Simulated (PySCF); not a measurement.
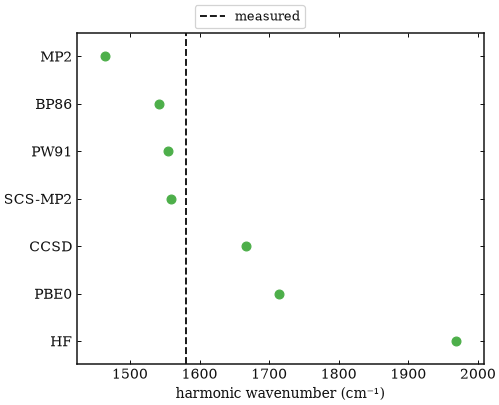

Harmonic wavenumber of O₂, triplet (excess alpha electrons: πx +1, πy +1) at several levels, def2-TZVPP (non-relativistic), PySCF 2.14.0, no spin-orbit coupling, from fits to the bond curves (references: UHF and UKS, as the method has it). The measured value is Huber and Herzberg's. Correlated wave-function values are in the same finite basis, not at its limit.

### Which level comes closest to the line (measured), and which misses most?

Closest SCS-MP2 (1560 cm⁻¹), against 1580 cm⁻¹; farthest HF (1968 cm⁻¹).

### Give the values.

| level | cm⁻¹ | less measured |
| --- | --- | --- |
| MP2 | 1464 | −116 |
| BP86 | 1542 | −38 |
| PW91 | 1554 | −26 |
| SCS-MP2 | 1560 | −21 |
| CCSD | 1667 | 87 |
| PBE0 | 1714 | 134 |
| HF | 1968 | 388 |
| measured | 1580 | 0 |

Caveats: lowest determinant of a PBE0 search, another state may lie lower.
